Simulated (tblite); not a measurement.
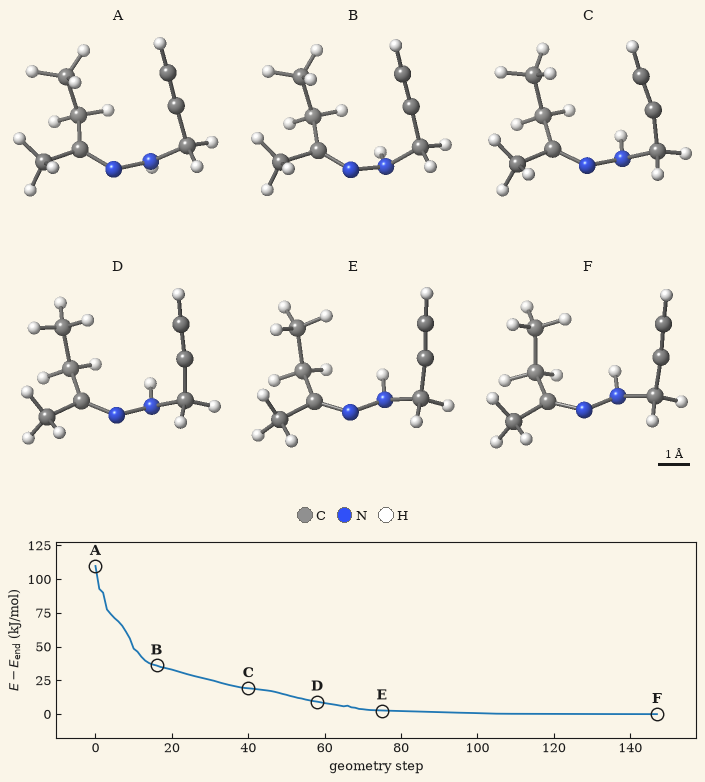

Frames of a relaxation of C₇H₁₂N₂, marked on the history of the run. Style: ball-and-stick. Shown face on.

These are results of tblite 0.8.0, GFN2-xTB geometry optimisation, gas phase, not measurements. 

### Describe the path.

The atom that moves furthest after the best rigid fit is an H atom (1.65 Å). Largest moves by element: H 1.65 Å, C 0.91 Å, N 0.55 Å. Some distances before and after: N–N 1.410 → 1.348 Å, C–H 1.140 → 1.086 Å, C–C 1.486 → 1.514 Å, C–H 1.074 → 1.049 Å. Among the angles between lasting bonds that change: C–N–N 121.7° → 114.6°, C–N–H 119.7° → 113.7°, C–C–C 122.6° → 116.6°. Groups turn about C–C by about 40°, C–C by about 35°, C–C by about 35°. Over 147 geometry steps the energy falls by 109.8 kJ/mol. From step 0 to 16: an H atom moves most (0.56 Å), energy −73.7 kJ/mol. From step 16 to 40: an H atom moves most (0.57 Å), energy −16.9 kJ/mol. From step 40 to 58: an H atom moves most (0.60 Å), energy −9.90 kJ/mol. From step 58 to 75: an H atom moves most (0.49 Å), energy −6.58 kJ/mol. From step 75 to 147: an H atom moves most (0.30 Å), energy −2.69 kJ/mol.
